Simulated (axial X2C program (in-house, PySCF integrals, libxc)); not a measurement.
# All-electron X2C curves of YS, part 2 of 2

Computed with an in-house X2C program for linear molecules on PySCF integrals; all-electron X2C, Y dyall-cv3z, S dyall-av3z. The steps go on from the part before.

## Step 9: PBE0, 2c

State followed: Ω = 1/2 (excess of +ω over −ω: ω = 1/2). The scan is laid around 2.269 Å, a first estimate of the minimum, and this SCF restarts from the orbitals of the search.

Output at 2.269 Å:

```text
two-component X2C + atomic mean field  PBE0
basis functions 223  fitting functions 1053  grid points 5082
iter        total energy     max residual
   1      -3778.690361244     4.50e+00
   2      -3782.524805260     3.41e-02
   3      -3782.336974349     9.73e-02
   4      -3782.561140145     2.23e-02
   5      -3782.583373836     4.16e-03
   6      -3782.583990297     1.60e-03
   7      -3782.584078023     6.15e-04
   8      -3782.584111646     2.89e-04
   9      -3782.584124405     8.27e-05
  10      -3782.584125963     2.00e-05
  11      -3782.584126002     6.97e-06
  12      -3782.584126005     9.87e-07
  13      -3782.584126006     3.57e-07
converged
one-electron -5516.23817330  Coulomb 1725.47275699  exact exchange -33.39124845  xc functional -102.43621428  nuclear repulsion 145.52956351  atomic mean-field constant -1.52081048
```

Along the bond, energies from the lowest point:

| R (Å) | E (eV) | μ (D) | HOMO (eV) | LUMO (eV) | iterations |
| --- | --- | --- | --- | --- | --- |
| 1.974 | 1.3340 | -4.62 | -4.44 | -2.27 | 14 |
| 2.065 | 0.5607 | -5.17 | -4.58 | -2.39 | 14 |
| 2.133 | 0.2234 | -5.57 | -4.68 | -2.49 | 14 |
| 2.201 | 0.0479 | -5.95 | -4.78 | -2.58 | 14 |
| 2.269 | 0.0000 | -6.33 | -4.88 | -2.67 | 13 |
| 2.348 | 0.0689 | -6.77 | -4.99 | -2.78 | 15 |
| 2.428 | 0.2385 | -7.18 | -5.09 | -2.88 | 15 |
| 2.530 | 0.5598 | -7.69 | -5.21 | -3.01 | 16 |
| 2.655 | 1.0501 | -8.27 | -5.33 | -3.15 | 18 |
| 2.836 | 1.8465 | -8.97 | -5.38 | -3.33 | 19 |

Dipoles are positive if S is the positive end.

Outer spinors at the reference distance:

```csv
ω,occupied,ε (eV),atomic character,λ mixture
-1/2,yes,-31.11,97% Y p,"76% π, 24% σ"
1/2,yes,-31.09,97% Y p,"62% π, 38% σ"
3/2,yes,-29.79,98% Y p,100% π
1/2,yes,-29.72,95% Y p,"62% σ, 38% π"
-3/2,yes,-29.61,98% Y p,100% π
-1/2,yes,-29.58,95% Y p,"76% σ, 24% π"
-1/2,yes,-16.73,"68% S s, 11% Y d, 9% Y p",100% σ
1/2,yes,-16.71,"67% S s, 12% Y d, 9% Y p",100% σ
1/2,yes,-6.81,"68% S p, 17% Y d, 7% Y s",100% σ
-1/2,yes,-6.72,"70% S p, 16% Y d, 6% Y s",100% σ
1/2,yes,-6.46,"66% S p, 22% Y d, 5% Y f",100% π
-1/2,yes,-6.46,"64% S p, 23% Y d, 5% Y f",100% π
-3/2,yes,-6.41,"65% S p, 22% Y d, 5% Y f",100% π
3/2,yes,-6.41,"64% S p, 24% Y d, 5% Y f",100% π
1/2,yes,-4.88,"58% Y s, 17% Y d, 11% Y p",100% σ
-1/2,no,-2.67,"61% Y s, 12% Y d, 12% Y p",100% σ
-3/2,no,-1.92,"96% Y d, 2% S d",100% δ
5/2,no,-1.87,"96% Y d, 2% S d",100% δ
-1/2,no,-1.86,"57% Y p, 37% Y d, 4% S p",100% π
```

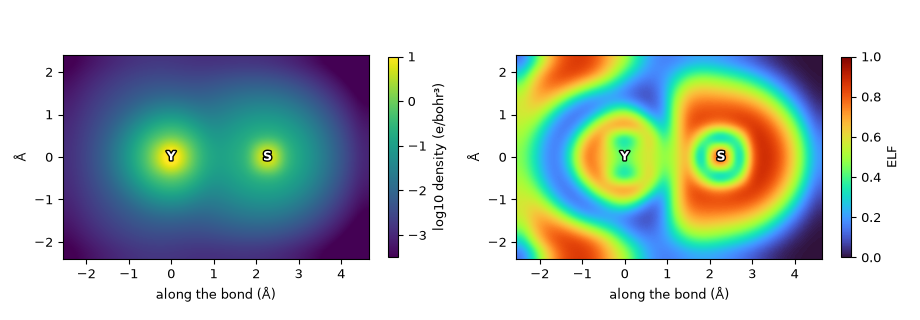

PBE0 fields in a plane through the axis, from a grid of 0.3 Å; Y lies at z = 0 and S at z = 2.269 Å; the ELF is damped to zero where the density is low.

Re = 2.265 Å, ωe = 503 cm⁻¹, ωexe = 1.07 cm⁻¹, Be = 0.1398 cm⁻¹, De = 5.53 eV, μ = -6.31 D.

## Step 10: HF, 2c

The SCF at the reference distance of 2.269 Å:

```text
two-component X2C + atomic mean field  HF
basis functions 223  fitting functions 1053  grid points 5082
iter        total energy     max residual
   1      -3780.321657080     2.69e-01
   2      -3780.348160968     6.13e-03
   3      -3780.349799561     4.34e-03
   4      -3780.350816085     1.65e-03
   5      -3780.351090282     1.34e-03
   6      -3780.351280508     8.71e-04
   7      -3780.351413709     4.63e-04
   8      -3780.351462327     1.45e-04
   9      -3780.351466086     6.64e-05
  10      -3780.351466801     2.88e-05
  11      -3780.351466958     1.50e-05
  12      -3780.351467024     1.18e-05
  13      -3780.351467047     6.70e-06
  14      -3780.351467056     3.03e-06
  15      -3780.351467059     1.72e-06
  16      -3780.351467059     1.14e-06
converged
one-electron -5514.16570325  Coulomb 1723.43673077  exact exchange -133.63124761  xc functional 0.00000000  nuclear repulsion 145.52956351  atomic mean-field constant -1.52081048
```

Re = 2.297 Å, ωe = 508 cm⁻¹, ωexe = 0.912 cm⁻¹, Be = 0.1358 cm⁻¹, De = 3.52 eV, μ = -7.24 D.

## Step 11: PBE50, 2c

The SCF at the reference distance of 2.269 Å:

```text
two-component X2C + atomic mean field  PBE50
basis functions 223  fitting functions 1053  grid points 5082
iter        total energy     max residual
   1      -3782.675013133     9.04e-02
   2      -3782.677861071     4.56e-03
   3      -3782.676701394     7.01e-03
   4      -3782.678613915     6.01e-04
   5      -3782.678625455     2.24e-04
   6      -3782.678632594     1.72e-04
   7      -3782.678636706     8.93e-05
   8      -3782.678638530     3.32e-05
   9      -3782.678638743     8.65e-06
  10      -3782.678638750     2.45e-06
  11      -3782.678638751     1.08e-06
converged
one-electron -5515.99567116  Coulomb 1725.25428500  exact exchange -66.80283277  xc functional -69.14317285  nuclear repulsion 145.52956351  atomic mean-field constant -1.52081048
```

Re = 2.255 Å, ωe = 519 cm⁻¹, ωexe = 1 cm⁻¹, Be = 0.141 cm⁻¹, De = 5.29 eV, μ = -6.63 D.

## Step 12: MP2 and beyond, 2c

Correlated methods: 9 electrons correlated (frozen shells, counted by type: Y 4 s, 3 p, 1 d; S 2 s, 1 p), 309 virtual spinors in MP2, 90 natural virtuals in coupled cluster.

Output of the correlated part at 2.269 Å:

```text
correlated 9  virtual 309  natural virtual 90  E(MP2) -0.224438413  MP2 remainder -0.005657772
iter   CCSD correlation   residual
   1     -0.221449045   1.36e-01
   2     -0.227290366   6.76e-02
   3     -0.229800571   2.39e-02
   4     -0.229867717   9.72e-03
   5     -0.229930883   4.75e-03
   6     -0.229957659   2.15e-03
   7     -0.229958873   9.39e-04
   8     -0.229966812   3.48e-04
   9     -0.229963160   1.51e-04
  10     -0.229963529   6.48e-05
  11     -0.229962599   2.89e-05
  12     -0.229962703   1.26e-05
  13     -0.229962649   5.52e-06
  14     -0.229962649   2.54e-06
(T) -0.015881300  T1 0.0371  D1 0.0729  max T2 0.050
```

MP2: Re = 2.311 Å, ωe = 482 cm⁻¹, Be = 0.1342 cm⁻¹, De = 5.45 eV.

CCSD: Re = 2.306 Å, ωe = 488 cm⁻¹, ωexe = 0.981 cm⁻¹, Be = 0.1348 cm⁻¹, De = 4.88 eV. T1 at Re = 0.027 (Lee–Taylor, the printed value over √2).

CCSD(T): Re = 2.317 Å, ωe = 475 cm⁻¹, ωexe = 1.07 cm⁻¹, Be = 0.1335 cm⁻¹, De = 5.13 eV. T1 at Re = 0.027 (Lee–Taylor, the printed value over √2).

## Step 13: A higher determinant, 2c

State: Ω = 3/2 (excess of +ω over −ω: ω = 3/2).

Output at the reference distance:

```text
two-component X2C + atomic mean field  PBE0
basis functions 223  fitting functions 1053  grid points 5082
iter        total energy     max residual
   1      -3778.741189122     4.21e+00
   2      -3782.468618465     4.06e-02
   3      -3782.032602399     1.11e-01
   4      -3782.513313362     2.72e-02
   5      -3782.534421621     8.24e-03
   6      -3782.535484815     1.63e-03
   7      -3782.535575527     6.34e-04
   8      -3782.535594806     1.07e-04
   9      -3782.535595231     5.44e-05
  10      -3782.535595277     1.08e-05
  11      -3782.535595287     2.91e-06
  12      -3782.535595288     2.05e-06
converged
one-electron -5519.05979272  Coulomb 1728.43370710  exact exchange -33.41322165  xc functional -102.50504105  nuclear repulsion 145.52956351  atomic mean-field constant -1.52081048
```

| R (Å) | E above the lowest PBE0 point (eV) |
| --- | --- |
| 1.974 | 2.874 |
| 2.065 | 2.042 |
| 2.133 | 1.654 |
| 2.201 | 1.425 |
| 2.269 | 1.321 |
| 2.348 | 1.322 |
| 2.428 | 1.422 |
| 2.530 | 1.655 |
| 2.655 | 2.036 |

Re = 2.307 Å, ωe = 461 cm⁻¹, ωexe = 1.13 cm⁻¹, Be = 0.1347 cm⁻¹, μ = -9.13 D. Te = 1.31 eV.

## Step 14: The 2c curves together

Energy (eV) of the followed determinant, 2c, from each level's lowest point:

| R (Å) | PBE0 | HF | MP2 | CCSD | CCSD(T) | PBE50 |
| --- | --- | --- | --- | --- | --- | --- |
| 1.974 | 1.334 | 1.702 | 1.709 | n/a | n/a | 1.298 |
| 2.065 | 0.561 | 0.783 | 0.805 | 0.788 | 0.840 | 0.529 |
| 2.133 | 0.223 | 0.356 | 0.380 | 0.366 | 0.407 | 0.199 |
| 2.201 | 0.048 | 0.107 | 0.125 | 0.115 | 0.143 | 0.034 |
| 2.269 | 0.000 | 0.000 | 0.005 | 0.000 | 0.015 | 0.000 |
| 2.348 | 0.069 | 0.018 | 0.000 | 0.003 | 0.000 | 0.089 |
| 2.428 | 0.239 | 0.154 | 0.105 | 0.118 | 0.095 | 0.281 |
| 2.530 | 0.560 | 0.456 | 0.357 | 0.385 | 0.333 | 0.637 |
| 2.655 | 1.050 | 0.952 | 0.781 | n/a | n/a | 1.175 |
| 2.836 | 1.846 | 1.794 | 1.558 | n/a | n/a | 2.048 |

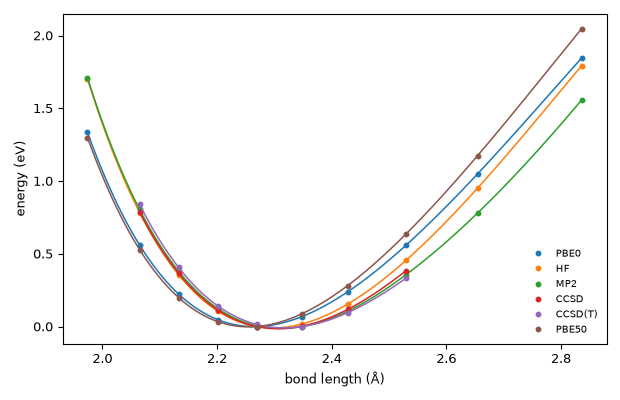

Curves of the followed state, 2c, each from its own lowest point.

The whole job took 1.8 min on 1 thread of AMD EPYC 9R45 (Zen 5), shared host; peak memory 0.63 GiB.

## Step 15: What came out

This closing draws on all 2 parts.

Lowest determinant that the search found at its distance, spin-free: M_S = 1/2, Λ = 0 (beyond closed shells: σα).

Lowest determinant that the search found at its distance, 2c: Ω = 1/2 (excess of +ω over −ω: ω = 1/2).

```
Hamiltonian    level  Re (Å)  ωe (cm⁻¹)  De (eV)  μ (D)
  spin-free     PBE0   2.265        503     5.53  -6.32
  spin-free       HF   2.298        508     3.53  -7.25
  spin-free      MP2   2.311        482     5.49    n/a
  spin-free     CCSD   2.306        488     4.91    n/a
  spin-free  CCSD(T)   2.317        475     5.17    n/a
  spin-free    PBE50   2.255        519     5.29  -6.64
         2c     PBE0   2.265        503     5.53  -6.31
         2c       HF   2.297        508     3.52  -7.24
         2c      MP2   2.311        482     5.45    n/a
         2c     CCSD   2.306        488     4.88    n/a
         2c  CCSD(T)   2.317        475     5.13    n/a
         2c    PBE50   2.255        519     5.29  -6.63
```

Dipoles are positive if S is the positive end.

Time per point (s) on 1 thread of AMD EPYC 9R45 (Zen 5), shared host (2c runs; CCSD comes with the CCSD(T) run); the times are rough: PBE0 0.78, HF 0.66, MP2 0.79, CCSD(T) 3, PBE50 0.8.

**Reading.** At CCSD(T), going from spin-free to two-component changes Re by 0 mÅ, ωe by 0.0 %, which is small (part of it comes from the scalar share of the two-electron terms). De moves by -0.04 eV; both De rest on single-determinant atoms, which can miss part of an open shell's spin–orbit lowering.

De refers to Y + S, each in the lowest determinant found, which need not be this curve's own limit. The state is a single determinant with fixed occupations, the lowest that a limited PBE0 search found. De is counted from the lowest determinant-based energies of the atoms at the same level, without counterpoise correction. Density functionals use the spin component along the axis (collinear). CCSD and (T) use frozen natural virtuals with an MP2 correction for the truncation. With the outer-core shells frozen, correlated bond lengths of heavy atoms tend to come out a few hundredths of an ångström too long. T1 at Re is 0.027 (Lee–Taylor), above the customary mark of 0.02.
